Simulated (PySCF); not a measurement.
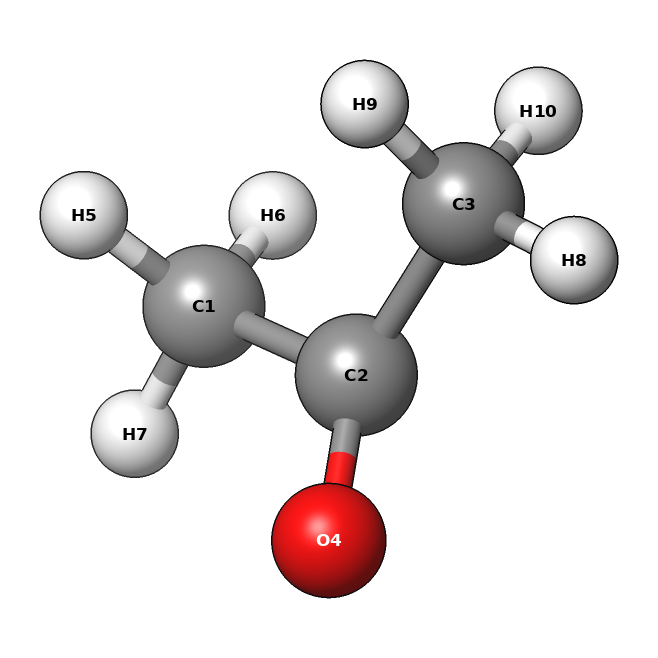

Charge −1, doublet. The computed structure is the end point of a GFN2-xTB optimisation. No frequency run is at hand to confirm it as a minimum. Method: UKS B3LYP, pcH-1 on C H O, non-relativistic (PySCF 2.14.0).

Give the isotropic hyperfine couplings (Fermi-contact term alone) of C1, C2, C3, O4, H5, H6, H7, H8, H9, H10.

```json
{"atom": "C1", "isotope": "13C", "a_iso (MHz)": "34.0"}
{"atom": "C2", "isotope": "13C", "a_iso (MHz)": "123.3"}
{"atom": "C3", "isotope": "13C", "a_iso (MHz)": "33.8"}
{"atom": "O4", "isotope": "17O", "a_iso (MHz)": "−32.7"}
{"atom": "H5", "isotope": "1H", "a_iso (MHz)": "72.0"}
{"atom": "H6", "isotope": "1H", "a_iso (MHz)": "19.0"}
{"atom": "H7", "isotope": "1H", "a_iso (MHz)": "6.7"}
{"atom": "H8", "isotope": "1H", "a_iso (MHz)": "6.6"}
{"atom": "H9", "isotope": "1H", "a_iso (MHz)": "71.9"}
{"atom": "H10", "isotope": "1H", "a_iso (MHz)": "19.1"}
```
